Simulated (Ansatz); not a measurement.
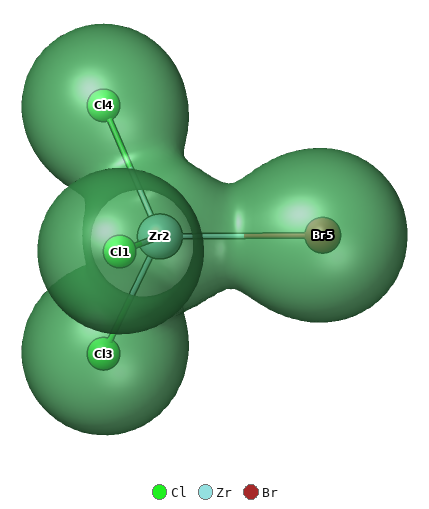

*BrCl₃Zr (SMILES [Cl][Zr]([Cl])([Cl])[Br]). Isosurface of the electron density at 0.2 e/Å³ (green), seen across its widest extent.*

Geometry: PBE0-D4/def2-TZVP; core potentials replace the inner electrons of Zr.

Theory: Ansatz 0.2.0, RKS PBE0-D4/def2-TZVPP.

| atom | x (Å) | y (Å) | z (Å) |
| --- | --- | --- | --- |
| Cl | -0.8029 | -0.1397 | 2.1659 |
| Zr | 0.0060 | -0.0434 | -0.0003 |
| Cl | 2.0264 | -1.1663 | -0.1175 |
| Cl | -1.5128 | -1.0412 | -1.4336 |
| Br | 0.3333 | 2.3170 | -0.6560 |

### Which contacts does the surface bridge?

At this value the surface is in one piece. It bridges the sampled Zr–Cl (2.31 Å) and Zr–Br (2.47 Å) contacts, where the density stays above the isovalue. On the grid the lowest density along these lines, outside the cores, is 0.65 e/Å³ (Zr–Cl, 2.31 Å) and 0.55 e/Å³ (Zr–Br, 2.47 Å).
